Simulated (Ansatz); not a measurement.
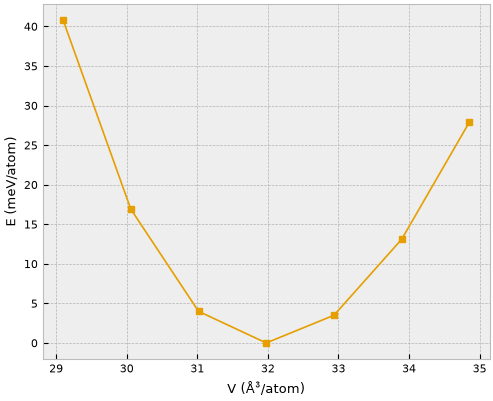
AgI (zinc blende, space group No. 216) under volume change, the program Ansatz at the LDA level (PAW), scaled uniformly.

Question: What does a third-order Birch–Murnaghan fit give for V₀, B₀ and B′?

Answer: V₀ = 31.98 Å³/atom, B₀ = 41.4 GPa, B′ = 5.3.

Space group F-43m (zinc blende). The LDA relaxation kept the symmetry of its start; phonons on a q-mesh show no instability. No spin polarisation was allowed. Scalar-relativistic: spin–orbit coupling is off unless named, which matters more the heavier the elements.

Potentials: the later of the program's two PAW sets.
